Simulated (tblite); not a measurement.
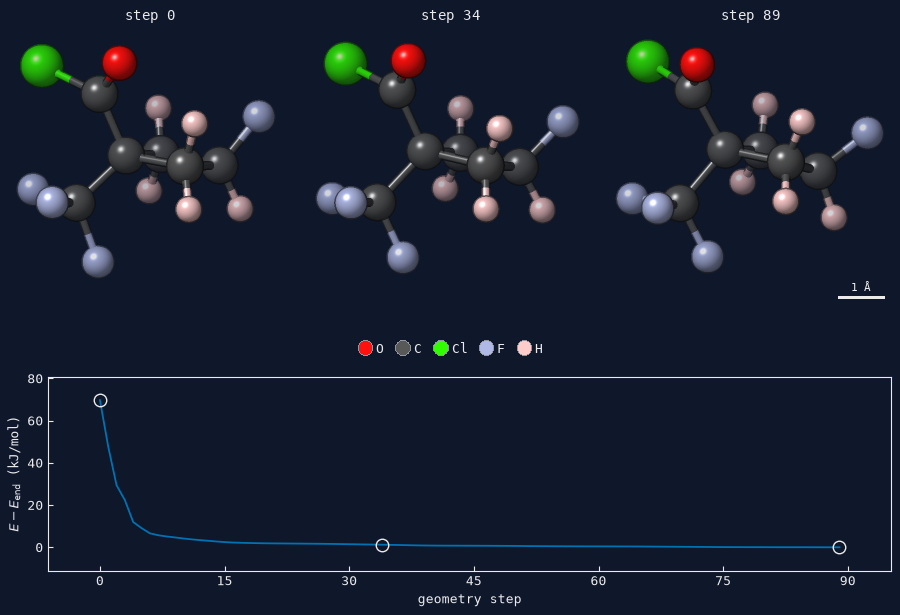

Frames of a relaxation of C$_{6}$H$_{5}$ClF$_{4}$O, marked on the history of the run. Style: ball-and-stick. Shown face on.

All numbers below come from tblite 0.8.0, GFN2-xTB geometry optimisation, gas phase. 

### Describe the path.

Over 89 geometry steps the energy falls by 69.7 kJ/mol. The O atom moves most after the best rigid fit: 0.54 Å. Largest moves by element: O 0.54 Å, F 0.41 Å, H 0.25 Å, Cl 0.23 Å, C 0.20 Å. Among the contacts that change: C–F 1.393 → 1.341 Å, C–O 1.235 → 1.183 Å, C–C 1.494 → 1.536 Å, C–H 1.125 → 1.088 Å. Bond angles that change, for instance: C–C–C 109.0° → 117.1°, Cl–C–C 120.4° → 112.4°, O–C–C 119.0° → 126.0°. From step 0 to 34: the O atom moves most (0.29 Å), energy −68.5 kJ/mol. From step 34 to 89: O and F atoms move most (0.27 Å), energy −1.21 kJ/mol.
